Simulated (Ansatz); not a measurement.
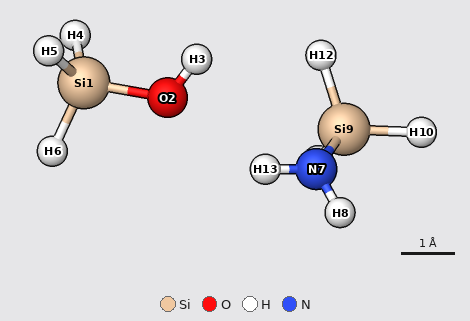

The input geometry (ball-and-stick view, seen at a tilt; atoms are numbered from 1 in the order of the input).

## Nudged elastic band, with input and output: Si$_{2}$NH$_{9}$O (part 1 of 2)

Si$_{2}$NH$_{9}$O, computed with RHF/6-31G* (Ansatz 0.2.0).

The run did not end well. It belongs to a series of runs on one base structure; here: band between the two ends.

Input
```yaml
crystal:
  periodic: [false, false, false]
  atoms:
    - { symbol: Si, position_ang: [-0.808878, 0.91903, -0.215889] }
    - { symbol: O, position_ang: [-0.135421, -0.217083, 0.780058] }
    - { symbol: H, position_ang: [0.083561, 0.026896, 1.669449] }
    - { symbol: H, position_ang: [0.099885, 2.064946, -0.412536] }
    - { symbol: H, position_ang: [-2.076169, 1.428818, 0.343366] }
    - { symbol: H, position_ang: [-1.060024, 0.250924, -1.49983] }
    - { symbol: "N", position_ang: [1.611089, -2.711336, 1.624198] }
    - { symbol: H, position_ang: [1.544243, -3.707226, 1.597515] }
    - { symbol: Si, position_ang: [3.156789, -1.954892, 1.613225] }
    - { symbol: H, position_ang: [4.057579, -2.747285, 2.475247] }
    - { symbol: H, position_ang: [3.809372, -1.829361, 0.287049] }
    - { symbol: H, position_ang: [3.02904, -0.584783, 2.156013] }
    - { symbol: H, position_ang: [0.849331, -2.278648, 1.141734] }
basis:
  gaussian: { orbitals: "6-31G*" }
hamiltonian:
  xc: hf
neb:
  order_check: false
  images: 8
  f_tol: 0.05
  max_iterations: 60
  climbing: false
  final_atoms:
    - { symbol: Si, position_ang: [0.5374309, -0.11153841, -0.536341] }
    - { symbol: O, position_ang: [-0.64005074, -0.69169476, 2.91374233] }
    - { symbol: H, position_ang: [-1.35798409, -1.30466087, 2.99326667] }
    - { symbol: H, position_ang: [1.10325646, -0.04007804, -1.90092911] }
    - { symbol: H, position_ang: [0.76012985, 1.18013749, 0.12857997] }
    - { symbol: H, position_ang: [-0.90326481, -0.39744248, -0.66327719] }
    - { symbol: "N", position_ang: [1.26630064, -1.36645351, 0.43344129] }
    - { symbol: H, position_ang: [0.96016054, -2.29081323, 0.18996305] }
    - { symbol: Si, position_ang: [2.80096671, -1.33078097, 1.26171814] }
    - { symbol: H, position_ang: [3.93163123, -1.69868172, 0.38266488] }
    - { symbol: H, position_ang: [3.01943335, 0.03496185, 1.76151355] }
    - { symbol: H, position_ang: [2.76911156, -2.29458391, 2.37692098] }
    - { symbol: H, position_ang: [-0.08672461, -1.02837144, 2.21833544] }
  initial_path:
    images:
      - { positions_ang: [[-0.808878, 0.91903, -0.215889], [-0.135421, -0.217083, 0.780058], [0.083561, 0.026896, 1.669449], [0.099885, 2.064946, -0.412536], [-2.076169, 1.428818, 0.343366], [-1.060024, 0.250924, -1.49983], [1.611089, -2.711336, 1.624198], [1.544243, -3.707226, 1.597515], [3.156789, -1.954892, 1.613225], [4.057579, -2.747285, 2.475247], [3.809372, -1.829361, 0.287049], [3.02904, -0.584783, 2.156013], [0.849331, -2.278648, 1.141734]] }
      - { positions_ang: [[-0.63499493, 0.71430945, -0.16099963], [-0.10713934, -0.18041695, 1.06458253], [-0.13686215, -0.0593729, 1.8313781], [0.37672221, 1.61485808, -0.42454279], [-1.7800949, 1.37476948, 0.17381606], [-0.97840607, -0.07059735, -1.27288951], [1.50236563, -2.48081046, 1.40736051], [1.35738584, -3.47167535, 1.37837102], [3.08330508, -1.84009287, 1.53073063], [3.9456176, -2.73689981, 2.18037326], [3.73903179, -1.51862716, 0.31703175], [2.9783073, -0.67570356, 2.26190382], [0.81515896, -2.00974061, 1.27248326]] }
      - { positions_ang: [[-0.46111186, 0.5095889, -0.10611025], [-0.07885769, -0.1437509, 1.34910706], [-0.35728531, -0.14564181, 1.99330719], [0.65355942, 1.16477016, -0.43654958], [-1.48402081, 1.32072096, 0.00426612], [-0.89678815, -0.39211869, -1.04594901], [1.39364225, -2.25028492, 1.19052303], [1.17052868, -3.2361247, 1.15922703], [3.00982117, -1.72529374, 1.44823625], [3.8336562, -2.72651461, 1.88549952], [3.66869158, -1.20789331, 0.3470145], [2.9275746, -0.76662411, 2.36779463], [0.78098693, -1.74083323, 1.40323251]] }
      - { positions_ang: [[-0.2872288, 0.30486835, -0.05122088], [-0.05057603, -0.10708485, 1.63363159], [-0.57770846, -0.23191071, 2.15523629], [0.93039663, 0.71468224, -0.44855636], [-1.18794671, 1.26667244, -0.16528382], [-0.81517022, -0.71364004, -0.81900852], [1.28491888, -2.01975938, 0.97368554], [0.98367151, -3.00057405, 0.94008305], [2.93633725, -1.61049461, 1.36574188], [3.7216948, -2.71612942, 1.59062577], [3.59835136, -0.89715947, 0.37699725], [2.8768419, -0.85754467, 2.47368545], [0.74681489, -1.47192584, 1.53398177]] }
      - { positions_ang: [[-0.11334573, 0.1001478, 0.0036685], [-0.02229438, -0.07041879, 1.91815611], [-0.79813162, -0.31817961, 2.31716538], [1.20723384, 0.26459432, -0.46056315], [-0.89187261, 1.21262393, -0.33483375], [-0.7335523, -1.03516138, -0.59206803], [1.1761955, -1.78923384, 0.75684805], [0.79681435, -2.76502341, 0.72093906], [2.86285333, -1.49569548, 1.2832475], [3.60973339, -2.70574422, 1.29575203], [3.52801115, -0.58642562, 0.40697999], [2.8261092, -0.94846522, 2.57957626], [0.71264285, -1.20301845, 1.66473103]] }
      - { positions_ang: [[0.03624415, -0.0143598, -0.03193728], [-0.07836435, -0.12315343, 2.15523215], [-0.95830329, -0.46613037, 2.46425624], [1.31871956, 0.03070276, -0.62594016], [-0.57672829, 1.18499276, -0.35869887], [-0.71613461, -1.1072021, -0.49911772], [1.13788569, -1.63980246, 0.62454175], [0.7319163, -2.60764421, 0.5645444], [2.82331752, -1.42634981, 1.24419119], [3.5957392, -2.58923275, 1.06324291], [3.44024019, -0.37927864, 0.57080939], [2.79722826, -1.1384431, 2.6041216], [0.60863668, -1.06409883, 1.78435341]] }
      - { positions_ang: [[0.16154084, -0.03865445, -0.15803821], [-0.21878595, -0.26528876, 2.3448597], [-1.05822349, -0.675763, 2.59650884], [1.26485379, 0.01300756, -0.9446874], [-0.24251376, 1.18377894, -0.23687916], [-0.76291716, -0.9297622, -0.54015759], [1.16998942, -1.57146522, 0.57676663], [0.78897736, -2.52843647, 0.47089907], [2.81772982, -1.4024576, 1.24857292], [3.6797122, -2.36659499, 0.8930984], [3.33503848, -0.27571852, 0.86848543], [2.79019909, -1.42747831, 2.54732144], [0.43479635, -1.05516698, 1.89284892]] }
      - { positions_ang: [[0.28683752, -0.06294911, -0.28413914], [-0.35920754, -0.40742409, 2.53448724], [-1.15814369, -0.88539562, 2.72876145], [1.21098801, -0.00468764, -1.26343464], [0.09170078, 1.18256513, -0.11505945], [-0.80969971, -0.75232229, -0.58119746], [1.20209316, -1.50312798, 0.52899152], [0.84603842, -2.44922872, 0.37725373], [2.81214212, -1.37856539, 1.25295466], [3.76368521, -2.14395723, 0.72295389], [3.22983677, -0.17215839, 1.16616147], [2.78316991, -1.71651351, 2.49052129], [0.26095603, -1.04623514, 2.00134443]] }
      - { positions_ang: [[0.41213421, -0.08724376, -0.41024007], [-0.49962914, -0.54955943, 2.72411478], [-1.25806389, -1.09502825, 2.86101406], [1.15712224, -0.02238284, -1.58218187], [0.42591532, 1.18135131, 0.00676026], [-0.85648226, -0.57488239, -0.62223733], [1.2341969, -1.43479075, 0.4812164], [0.90309948, -2.37002098, 0.28360839], [2.80655442, -1.35467318, 1.2573364], [3.84765822, -1.92131948, 0.55280939], [3.12463506, -0.06859827, 1.46383751], [2.77614074, -2.00554871, 2.43372113], [0.08711571, -1.03730329, 2.10983994]] }
      - { positions_ang: [[0.5374309, -0.11153841, -0.536341], [-0.64005074, -0.69169476, 2.91374233], [-1.35798409, -1.30466087, 2.99326667], [1.10325646, -0.04007804, -1.90092911], [0.76012985, 1.18013749, 0.12857997], [-0.90326481, -0.39744248, -0.66327719], [1.26630064, -1.36645351, 0.43344129], [0.96016054, -2.29081323, 0.18996305], [2.80096671, -1.33078097, 1.26171814], [3.93163123, -1.69868172, 0.38266488], [3.01943335, 0.03496185, 1.76151355], [2.76911156, -2.29458391, 2.37692098], [-0.08672461, -1.02837144, 2.21833544]] }
```

Launched with:
```bash
ansatz run input.yaml --threads 1 --pin off --max-ram 2048MiB --backend cpu --events-out ev --progress --plain --runs-dir out
```

Log
```
Engine: ansatz 0.2.0, aarch64-unknown-linux-gnu
Functional definition: HF
  exchange = exact_x
  correlation = 0
947 factors; integrals over basis functions are off by at most 6.6e-4 eV
mean field evaluation 1: about -19382.1322 eV, gradient 4.2e1 eV
mean field evaluation 2: about -19382.2058 eV, gradient 4.2e1 eV
mean field evaluation 4: about -19385.8827 eV, gradient 3.1e0 eV
mean field evaluation 8: about -19385.9205 eV, gradient 2.0e-1 eV
mean field -19385.92063479 eV, -712.4194430794 hartree, gradient 1.8e-5 eV, S^2 0.000000; 0 other end points of the search recorded, 0 dependent functions left out
the calculation of the forces begins
reference -19385.92063479 eV, -712.4194430794 hartree; 26, 26 occupied and 60, 60 virtual orbitals, 947 factors
948 factors; integrals over basis functions are off by at most 7.0e-4 eV
mean field evaluation 16: about -19385.4251 eV, gradient 3.2e0 eV
mean field -19385.46489483 eV, -712.4026949451 hartree, gradient 1.4e-5 eV, S^2 0.000000; 0 other end points of the search recorded, 0 dependent functions left out
[... from here on the field's lines of each further geometry are left out, up to the last ...]
NEB iter   1: max|band force component| = 3.364e1 eV/Å  barrier→ = 6.2129 eV  barrier← = 5.7571 eV  Δτ_max = 0.1994 Å  (328 SCF iters)
NEB iter   2: max|band force component| = 3.285e0 eV/Å  barrier→ = 3.1200 eV  barrier← = 2.6643 eV  Δτ_max = 0.2000 Å  (242 SCF iters)
NEB iter   3: max|band force component| = 5.305e0 eV/Å  barrier→ = 2.6610 eV  barrier← = 2.2053 eV  Δτ_max = 0.1001 Å  (247 SCF iters)
NEB iter   4: max|band force component| = 1.332e0 eV/Å  barrier→ = 2.3963 eV  barrier← = 1.9406 eV  Δτ_max = 0.1987 Å  (248 SCF iters)
NEB iter   5: max|band force component| = 1.835e0 eV/Å  barrier→ = 2.2416 eV  barrier← = 1.7858 eV  Δτ_max = 0.1014 Å  (246 SCF iters)
NEB iter   6: max|band force component| = 1.560e0 eV/Å  barrier→ = 2.0941 eV  barrier← = 1.6383 eV  Δτ_max = 0.1009 Å  (247 SCF iters)
NEB iter   7: max|band force component| = 1.078e0 eV/Å  barrier→ = 1.9807 eV  barrier← = 1.5249 eV  Δτ_max = 0.1000 Å  (247 SCF iters)
NEB iter   8: max|band force component| = 1.779e0 eV/Å  barrier→ = 1.8804 eV  barrier← = 1.4247 eV  Δτ_max = 0.0505 Å  (249 SCF iters)
NEB iter   9: max|band force component| = 1.065e0 eV/Å  barrier→ = 1.6710 eV  barrier← = 1.2153 eV  Δτ_max = 0.0501 Å  (249 SCF iters)
NEB iter  10: max|band force component| = 3.045e-1 eV/Å  barrier→ = 1.6400 eV  barrier← = 1.1842 eV  Δτ_max = 0.1004 Å  (254 SCF iters)
NEB iter  11: max|band force component| = 3.549e-1 eV/Å  barrier→ = 1.6083 eV  barrier← = 1.1525 eV  Δτ_max = 0.0501 Å  (240 SCF iters)
NEB iter  12: max|band force component| = 4.710e-1 eV/Å  barrier→ = 1.5973 eV  barrier← = 1.1416 eV  Δτ_max = 0.0251 Å  (247 SCF iters)
NEB iter  13: max|band force component| = 1.443e-1 eV/Å  barrier→ = 1.5985 eV  barrier← = 1.1428 eV  Δτ_max = 0.0505 Å  (240 SCF iters)
NEB iter  14: max|band force component| = 1.120e-1 eV/Å  barrier→ = 1.5900 eV  barrier← = 1.1342 eV  Δτ_max = 0.0501 Å  (249 SCF iters)
NEB iter  15: max|band force component| = 1.328e-1 eV/Å  barrier→ = 1.5916 eV  barrier← = 1.1359 eV  Δτ_max = 0.0250 Å  (246 SCF iters)
NEB iter  16: max|band force component| = 1.355e-1 eV/Å  barrier→ = 1.6000 eV  barrier← = 1.1442 eV  Δτ_max = 0.0250 Å  (223 SCF iters)
NEB iter  17: max|band force component| = 1.784e-1 eV/Å  barrier→ = 1.6124 eV  barrier← = 1.1566 eV  Δτ_max = 0.0501 Å  (250 SCF iters)
NEB iter  18: max|band force component| = 2.253e-1 eV/Å  barrier→ = 1.6377 eV  barrier← = 1.1819 eV  Δτ_max = 0.0501 Å  (245 SCF iters)
NEB iter  19: max|band force component| = 2.969e-1 eV/Å  barrier→ = 1.6555 eV  barrier← = 1.1998 eV  Δτ_max = 0.1001 Å  (247 SCF iters)
NEB iter  20: max|band force component| = 3.785e-1 eV/Å  barrier→ = 1.6957 eV  barrier← = 1.2400 eV  Δτ_max = 0.2000 Å  (243 SCF iters)
NEB iter  21: max|band force component| = 5.749e-1 eV/Å  barrier→ = 1.7786 eV  barrier← = 1.3229 eV  Δτ_max = 0.1002 Å  (241 SCF iters)
NEB iter  22: max|band force component| = 6.538e-1 eV/Å  barrier→ = 1.8325 eV  barrier← = 1.3767 eV  Δτ_max = 0.2000 Å  (245 SCF iters)
NEB iter  23: max|band force component| = 6.345e-1 eV/Å  barrier→ = 1.8975 eV  barrier← = 1.4417 eV  Δτ_max = 0.1992 Å  (249 SCF iters)
NEB iter  24: max|band force component| = 5.767e-1 eV/Å  barrier→ = 1.9553 eV  barrier← = 1.4996 eV  Δτ_max = 0.2000 Å  (250 SCF iters)
NEB iter  25: max|band force component| = 6.728e-1 eV/Å  barrier→ = 1.9984 eV  barrier← = 1.5426 eV  Δτ_max = 0.1001 Å  (248 SCF iters)
NEB iter  26: max|band force component| = 6.770e-1 eV/Å  barrier→ = 1.9541 eV  barrier← = 1.4984 eV  Δτ_max = 0.0503 Å  (245 SCF iters)
NEB iter  27: max|band force component| = 4.071e-1 eV/Å  barrier→ = 1.9239 eV  barrier← = 1.4682 eV  Δτ_max = 0.0500 Å  (236 SCF iters)
NEB iter  28: max|band force component| = 3.493e-1 eV/Å  barrier→ = 1.9204 eV  barrier← = 1.4647 eV  Δτ_max = 0.1023 Å  (239 SCF iters)
NEB iter  29: max|band force component| = 4.362e-1 eV/Å  barrier→ = 1.9563 eV  barrier← = 1.5005 eV  Δτ_max = 0.0503 Å  (235 SCF iters)
NEB iter  30: max|band force component| = 3.901e-1 eV/Å  barrier→ = 2.0028 eV  barrier← = 1.5471 eV  Δτ_max = 0.0502 Å  (247 SCF iters)
NEB iter  31: max|band force component| = 4.237e-1 eV/Å  barrier→ = 2.0680 eV  barrier← = 1.6122 eV  Δτ_max = 0.0500 Å  (245 SCF iters)
NEB iter  32: max|band force component| = 4.322e-1 eV/Å  barrier→ = 2.1449 eV  barrier← = 1.6892 eV  Δτ_max = 0.0250 Å  (244 SCF iters)
NEB iter  33: max|band force component| = 4.626e-1 eV/Å  barrier→ = 2.2047 eV  barrier← = 1.7490 eV  Δτ_max = 0.0125 Å  (241 SCF iters)
NEB iter  34: max|band force component| = 3.971e-1 eV/Å  barrier→ = 2.2174 eV  barrier← = 1.7616 eV  Δτ_max = 0.0125 Å  (201 SCF iters)
NEB iter  35: max|band force component| = 4.231e-1 eV/Å  barrier→ = 2.2265 eV  barrier← = 1.7707 eV  Δτ_max = 0.0250 Å  (190 SCF iters)
NEB iter  36: max|band force component| = 4.330e-1 eV/Å  barrier→ = 2.2550 eV  barrier← = 1.7993 eV  Δτ_max = 0.0504 Å  (224 SCF iters)
NEB iter  37: max|band force component| = 4.664e-1 eV/Å  barrier→ = 2.4255 eV  barrier← = 1.9698 eV  Δτ_max = 0.1001 Å  (246 SCF iters)
NEB iter  38: max|band force component| = 8.281e-1 eV/Å  barrier→ = 2.5933 eV  barrier← = 2.1376 eV  Δτ_max = 0.0503 Å  (249 SCF iters)
NEB iter  39: max|band force component| = 9.859e-1 eV/Å  barrier→ = 2.5779 eV  barrier← = 2.1222 eV  Δτ_max = 0.0501 Å  (244 SCF iters)
NEB iter  40: max|band force component| = 1.087e0 eV/Å  barrier→ = 2.5423 eV  barrier← = 2.0866 eV  Δτ_max = 0.0503 Å  (251 SCF iters)
NEB iter  41: max|band force component| = 1.246e0 eV/Å  barrier→ = 2.5065 eV  barrier← = 2.0508 eV  Δτ_max = 0.1005 Å  (237 SCF iters)
NEB iter  42: max|band force component| = 1.819e0 eV/Å  barrier→ = 2.3126 eV  barrier← = 1.8568 eV  Δτ_max = 0.0501 Å  (249 SCF iters)
NEB iter  43: max|band force component| = 2.210e0 eV/Å  barrier→ = 2.0951 eV  barrier← = 1.6394 eV  Δτ_max = 0.0995 Å  (227 SCF iters)
NEB iter  44: max|band force component| = 2.346e0 eV/Å  barrier→ = 1.6329 eV  barrier← = 1.1772 eV  Δτ_max = 0.2000 Å  (235 SCF iters)
NEB iter  45: max|band force component| = 6.555e0 eV/Å  barrier→ = 1.4680 eV  barrier← = 1.0123 eV  Δτ_max = 0.1005 Å  (243 SCF iters)
NEB iter  46: max|band force component| = 1.369e0 eV/Å  barrier→ = 1.0837 eV  barrier← = 0.6280 eV  Δτ_max = 0.2000 Å  (239 SCF iters)
NEB iter  47: max|band force component| = 8.268e-1 eV/Å  barrier→ = 1.5140 eV  barrier← = 1.0582 eV  Δτ_max = 0.2000 Å  (247 SCF iters)
NEB iter  48: max|band force component| = 1.229e0 eV/Å  barrier→ = 1.8769 eV  barrier← = 1.4212 eV  Δτ_max = 0.1024 Å  (239 SCF iters)
NEB iter  49: max|band force component| = 9.055e-1 eV/Å  barrier→ = 1.8680 eV  barrier← = 1.4123 eV  Δτ_max = 0.1005 Å  (243 SCF iters)
NEB iter  50: max|band force component| = 4.354e-1 eV/Å  barrier→ = 1.7939 eV  barrier← = 1.3382 eV  Δτ_max = 0.1970 Å  (242 SCF iters)
NEB iter  51: max|band force component| = 1.721e0 eV/Å  barrier→ = 1.7547 eV  barrier← = 1.2989 eV  Δτ_max = 0.1013 Å  (242 SCF iters)
NEB iter  52: max|band force component| = 8.667e-1 eV/Å  barrier→ = 1.6853 eV  barrier← = 1.2296 eV  Δτ_max = 0.1012 Å  (241 SCF iters)
NEB iter  53: max|band force component| = 1.068e0 eV/Å  barrier→ = 1.5905 eV  barrier← = 1.1347 eV  Δτ_max = 0.0501 Å  (240 SCF iters)
NEB iter  54: max|band force component| = 6.029e-1 eV/Å  barrier→ = 1.5517 eV  barrier← = 1.0960 eV  Δτ_max = 0.0500 Å  (246 SCF iters)
NEB iter  55: max|band force component| = 1.509e-1 eV/Å  barrier→ = 1.5113 eV  barrier← = 1.0555 eV  Δτ_max = 0.0999 Å  (257 SCF iters)
NEB iter  56: max|band force component| = 3.213e-1 eV/Å  barrier→ = 1.4713 eV  barrier← = 1.0156 eV  Δτ_max = 0.0500 Å  (239 SCF iters)
NEB iter  57: max|band force component| = 1.911e-1 eV/Å  barrier→ = 1.4375 eV  barrier← = 0.9818 eV  Δτ_max = 0.0500 Å  (231 SCF iters)
NEB iter  58: max|band force component| = 1.705e-1 eV/Å  barrier→ = 1.3927 eV  barrier← = 0.9369 eV  Δτ_max = 0.0500 Å  (233 SCF iters)
NEB iter  59: max|band force component| = 1.720e-1 eV/Å  barrier→ = 1.3504 eV  barrier← = 0.8947 eV  Δτ_max = 0.0501 Å  (239 SCF iters)
the calculation of the forces begins
reference -19385.51612947 eV, -712.4045777831 hartree; 26, 26 occupied and 60, 60 virtual orbitals, 947 factors
these checks for a lower state are left out or cut short: starts, cluster_reference, orbital_swaps, neighbouring_geometries, increment
947 factors; integrals over basis functions are off by at most 7.6e-4 eV
mean field -19385.44689695 eV, -712.4020335351 hartree, gradient 1.7e-5 eV, S^2 0.000000; 0 other end points of the search recorded, 0 dependent functions left out
the calculation of the forces begins
reference -19385.44689695 eV, -712.4020335351 hartree; 26, 26 occupied and 60, 60 virtual orbitals, 947 factors
NEB iter  60: max|band force component| = 1.842e-1 eV/Å  barrier→ = 1.3082 eV  barrier← = 0.8525 eV  Δτ_max = 0.0503 Å  (240 SCF iters)
```
